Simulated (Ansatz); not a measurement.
**C₃H₄F₄O: how energies converge with the basis set**

Aim: see how fast density functionals converge with the basis set for C₃H₄F₄O.

Computed with Ansatz 0.2.0, Gaussian basis. Level: one geometry, several basis sets.

Levels to be run: PBE0-D4/def2-SVP; ωB97M-V/def2-SVP; PBE0-D4/def2-QZVPP; ωB97M-V/def2-QZVPP; the functionals' def2-TZVPP values are taken from earlier runs.

## Step 1: Structure used throughout

An earlier PBE0-D4 in a triple-zeta def2 set relaxation fixed the geometry.

SMILES `OC(C(F)F)C(F)F`, 12 atoms, charge 0, spin multiplicity 1.

Atoms are counted from 1 here; the program's logs count them from 0.

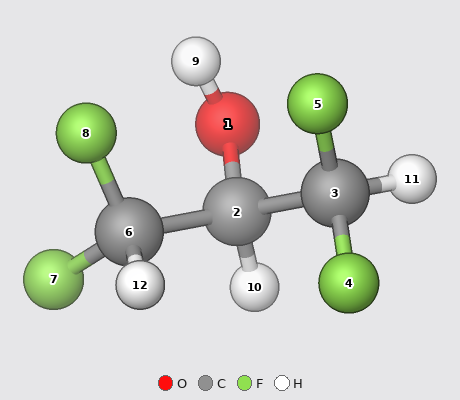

The structure; oxygen red, carbon grey, fluorine green, hydrogen white; atoms are numbered from 1 in the order of the file.

## Step 2: PBE0-D4 in def2-SVP

in.yaml reads:

```yaml
crystal:
  periodic: [false, false, false]
  atoms:
    - {symbol: O, position_ang: [0.385336, 0.615353, -1.522227]}
    - {symbol: C, position_ang: [-0.331289, 0.203630, -0.399996]}
    - {symbol: C, position_ang: [-0.253069, -1.307071, -0.238779]}
    - {symbol: F, position_ang: [-1.046963, -1.702620, 0.788788]}
    - {symbol: F, position_ang: [1.013203, -1.694383, 0.048472]}
    - {symbol: C, position_ang: [0.098697, 0.938947, 0.863625]}
    - {symbol: F, position_ang: [-0.351606, 2.213117, 0.823586]}
    - {symbol: F, position_ang: [1.455212, 0.993323, 0.916069]}
    - {symbol: H, position_ang: [1.324040, 0.588960, -1.304732]}
    - {symbol: H, position_ang: [-1.383109, 0.450379, -0.571123]}
    - {symbol: H, position_ang: [-0.569131, -1.822417, -1.150266]}
    - {symbol: H, position_ang: [-0.264320, 0.467582, 1.780681]}
basis:
  gaussian: {orbitals: def2-SVP}
hamiltonian: {xc: pbe0, dispersion: d4}
output: {orbitals: {seedname: orbitals}}
```

Started as:

```
$ ansatz run in.yaml --threads 4 --pin off --events-out ev --progress --plain --max-ram 11315MiB
```

Standard output:

```text
Functional definition: PBE0
  name "PBE0"
  cite "Adamo & Barone, J. Chem. Phys. 110, 6158 (1999) doi:10.1063/1.478522"
  cite "Perdew, Burke & Ernzerhof, Phys. Rev. Lett. 77, 3865 (1996) doi:10.1103/PhysRevLett.77.3865"
  parent pbe
  parameter a = 0.25
  parameter kappa = 0.804
  parameter beta = 0.06672455060314922
  exchange = (1 - a)*pbe_x(kappa = kappa, mu = beta*pi^2/3) + a*exact_x
  correlation = pbe_c(beta = beta)
1441 factors; their error is unknown
mean field evaluation 1: about -16058.5985 eV, gradient 4.7e1 eV
mean field evaluation 2: about -16057.0612 eV, gradient 5.6e1 eV
mean field evaluation 4: about -16062.1638 eV, gradient 1.8e0 eV
mean field evaluation 8: about -16062.1703 eV, gradient 3.5e-2 eV
mean field evaluation 16: about -16062.1746 eV, gradient 8.1e-5 eV
mean field -16062.17455214 eV, -590.2740274583 hartree, gradient 8.1e-5 eV, S^2 0.000000; 0 other end points of the search recorded, 0 dependent functions left out
reference -16062.17457115 eV, -590.2740281570 hartree; 33, 33 occupied and 99, 99 virtual orbitals, 1441 factors
Total energy: -16062.37094398 eV, -590.2812447253 hartree
```

Wall time 1.4 s (4 threads of Arm Neoverse V2, shared host).

## Step 3: ωB97M-V in def2-SVP

Changes to in.yaml since step 2:

```diff
@@ -17,3 +17,3 @@
   gaussian: {orbitals: def2-SVP}
-hamiltonian: {xc: pbe0, dispersion: d4}
+hamiltonian: {xc: {name: wB97M-V}}
 output: {orbitals: {seedname: orbitals}}
```

Same command.

Standard output (excerpt; [...] marks lines left out):

```text
Functional definition: wB97M-V
  name "wB97M-V"
  cite "Mardirossian & Head-Gordon, J. Chem. Phys. 144, 214110 (2016) doi:10.1063/1.4952647"
  cite "Becke, J. Chem. Phys. 107, 8554 (1997) doi:10.1063/1.475007"
  cite "Vydrov & Van Voorhis, J. Chem. Phys. 133, 244103 (2010) doi:10.1063/1.3521275"
  # Of w^i u^j: cxij and so on, Table III.
[...]
  gx(w, u) = 1 - cx + cx01*u + cx10*w
  gss(w, u) = css00 + css04*u^4 + css10*w + css20*w^2 + css43*w^4*u^3
  gos(w, u) = cos00 + cos10*w + (cos20 + cos21*u)*w^2 + (cos60 + cos61*u)*w^6
[...]
      + integral(e_c_pw_mod_opposite_spin*gos(b97_w_opposite, b97_u_opposite)) + vv10(b, c)
1441 factors; their error is unknown
280 factors; integrals over basis functions are off by at most 5.0e-6 eV
[...]
mean field -16073.56694562 eV, -590.6926901965 hartree, gradient 3.3e-5 eV, S^2 0.000000; 0 other end points of the search recorded, 0 dependent functions left out
reference -16073.56697637 eV, -590.6926913264 hartree; 33, 33 occupied and 99, 99 virtual orbitals, 1441 factors
Total energy: -16073.56697637 eV, -590.6926913264 hartree
```

Run time: 5.5 s. Hardware: 4 threads of Arm Neoverse V2, shared host.

## Step 4: PBE0-D4 in def2-QZVPP

Changes to in.yaml since step 3:

```diff
@@ -16,4 +16,4 @@
 basis:
-  gaussian: {orbitals: def2-SVP}
-hamiltonian: {xc: {name: wB97M-V}}
+  gaussian: {orbitals: "def2-QZVPP.json"}
+hamiltonian: {xc: pbe0, dispersion: d4}
 output: {orbitals: {seedname: orbitals}}
```

The command is unchanged.

Standard output:

```text
Functional definition: PBE0
  name "PBE0"
  cite "Adamo & Barone, J. Chem. Phys. 110, 6158 (1999) doi:10.1063/1.478522"
  cite "Perdew, Burke & Ernzerhof, Phys. Rev. Lett. 77, 3865 (1996) doi:10.1103/PhysRevLett.77.3865"
  parent pbe
  parameter a = 0.25
  parameter kappa = 0.804
  parameter beta = 0.06672455060314922
  exchange = (1 - a)*pbe_x(kappa = kappa, mu = beta*pi^2/3) + a*exact_x
  correlation = pbe_c(beta = beta)
1691 factors; their error is unknown
mean field evaluation 1: about -16077.4620 eV, gradient 5.6e1 eV
mean field evaluation 2: about -16075.1246 eV, gradient 6.8e1 eV
mean field evaluation 4: about -16082.2620 eV, gradient 2.8e0 eV
mean field evaluation 8: about -16082.2750 eV, gradient 5.9e-2 eV
mean field evaluation 16: about -16082.2748 eV, gradient 8.9e-5 eV
mean field -16082.27479724 eV, -591.0126978413 hartree, gradient 7.7e-5 eV, S^2 0.000000; 0 other end points of the search recorded, 0 dependent functions left out
reference -16082.27482842 eV, -591.0126989870 hartree; 33, 33 occupied and 543, 543 virtual orbitals, 1691 factors
Total energy: -16082.47120125 eV, -591.0199155554 hartree
```

Run time: 13 s. Hardware: 4 threads of Arm Neoverse V2, shared host; peak memory 2.6 GiB.

## Step 5: ωB97M-V in def2-QZVPP

Changes to in.yaml since step 4:

```diff
@@ -17,3 +17,3 @@
   gaussian: {orbitals: "def2-QZVPP.json"}
-hamiltonian: {xc: pbe0, dispersion: d4}
+hamiltonian: {xc: {name: wB97M-V}}
 output: {orbitals: {seedname: orbitals}}
```

Launched as before.

Standard output (excerpt; [...] marks lines left out):

```text
Functional definition: wB97M-V
  name "wB97M-V"
  cite "Mardirossian & Head-Gordon, J. Chem. Phys. 144, 214110 (2016) doi:10.1063/1.4952647"
  cite "Becke, J. Chem. Phys. 107, 8554 (1997) doi:10.1063/1.475007"
  cite "Vydrov & Van Voorhis, J. Chem. Phys. 133, 244103 (2010) doi:10.1063/1.3521275"
  # Of w^i u^j: cxij and so on, Table III.
[...]
  gx(w, u) = 1 - cx + cx01*u + cx10*w
  gss(w, u) = css00 + css04*u^4 + css10*w + css20*w^2 + css43*w^4*u^3
  gos(w, u) = cos00 + cos10*w + (cos20 + cos21*u)*w^2 + (cos60 + cos61*u)*w^6
[...]
      + integral(e_c_pw_mod_opposite_spin*gos(b97_w_opposite, b97_u_opposite)) + vv10(b, c)
1691 factors; their error is unknown
368 factors; integrals over basis functions are off by at most 4.7e-6 eV
[...]
mean field -16094.08781711 eV, -591.4468183143 hartree, gradient 4.9e-5 eV, S^2 0.000000; 0 other end points of the search recorded, 0 dependent functions left out
reference -16094.08786642 eV, -591.4468201264 hartree; 33, 33 occupied and 543, 543 virtual orbitals, 1691 factors
Total energy: -16094.08786642 eV, -591.4468201264 hartree
```

It took 28 s on 4 threads of Arm Neoverse V2, shared host; peak memory 3 GiB.

## Step 6: Functionals by basis

The def2-TZVPP values come from earlier runs at the same geometry.

| functional | basis | functions | energy (eV) | from the largest (eV) | HOMO (eV) | LUMO (eV) |
| --- | --- | --- | --- | --- | --- | --- |
| PBE0-D4 | def2-SVP | 132 | -16062.3709 | 20.100 | -8.58 | 1.66 |
| PBE0-D4 | def2-TZVPP | 304 | -16081.6470 | 0.824 | -8.80 | 0.96 |
| PBE0-D4 | def2-QZVPP | 576 | -16082.4712 | 0.000 | -8.86 | 0.58 |
| ωB97M-V | def2-SVP | 132 | -16073.5670 | 20.521 | -11.00 | 3.52 |
| ωB97M-V | def2-TZVPP | 304 | -16093.3044 | 0.783 | -11.24 | 2.61 |
| ωB97M-V | def2-QZVPP | 576 | -16094.0879 | 0.000 | -11.30 | 1.93 |

## Step 7: Results

```
                                       quantity           value
PBE0-D4: double and triple zeta above quadruple  20.10, 0.82 eV
ωB97M-V: double and triple zeta above quadruple  20.52, 0.78 eV
```

**Reading.** PBE0-D4 gains 19.28 eV from double to triple zeta, then 0.82 eV more. Total energies overstate the basis error of differences, where much of it tends to cancel. The LUMO of ωB97M-V is positive and keeps falling with the basis (3.52 to 1.93 eV): an unbound level that the basis holds in place.

For PBE0-D4 the largest set took about 9 times as long as the smallest (13 s against 1.4 s).
